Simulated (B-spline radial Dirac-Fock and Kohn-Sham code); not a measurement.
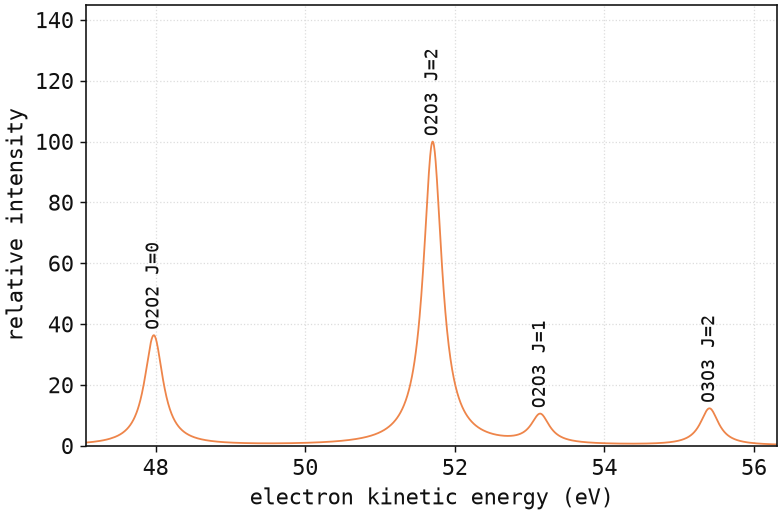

The Auger multiplet of an N4 hole with both final holes in O23, lines labelled by the leading pair of holes and J, broadened by 0.30 eV full width. Kinetic energies count from the vacuum level; very weak lines are left out. Lines are named by their largest jj component, which in light atoms can differ from the customary names. System: neutral lanthanum ([Xe] 5d2 6s1), which is not the ground configuration. Method: Dirac–Fock ΔSCF energies in intermediate coupling of the two holes, Coulomb rates, valence shells as spectators (computed with a radial B-spline solver).

> How wide is the N4 level from this decay?

0.0394 eV from this multiplet.

> Which of the lines shown has the highest kinetic energy, and why?

N4-O3O3 J=2 at 55.40 eV: its two-hole final state is the least tightly bound of those shown, so the most energy is left to the electron.

> Which line is strongest?

N4-O2O3 J=2 at 51.70 eV, 63 % of the multiplet.
